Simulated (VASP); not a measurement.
Band structure of Ti (space group Fm-3m). Method: r2SCAN meta-GGA, VASP's PBE PAW potentials (set 64) (plane waves; VASP 6.6.1).

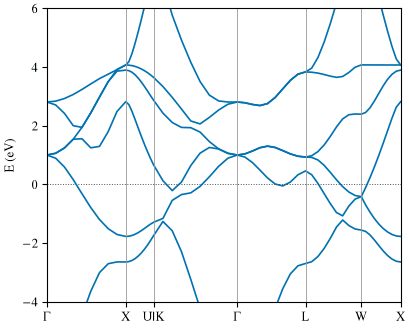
*Bands along high-symmetry lines, zero at the valence-band maximum or, without a gap, the Fermi level*

Question: Read the plot: is there a gap, and where are the band edges?

Answer: It has no gap at this level: it comes out as a metal or semimetal.

The structure comes from a computed database's Ti entry (Fm-3m); how it stands against other phases isn't given here. The cell was not relaxed at this level.
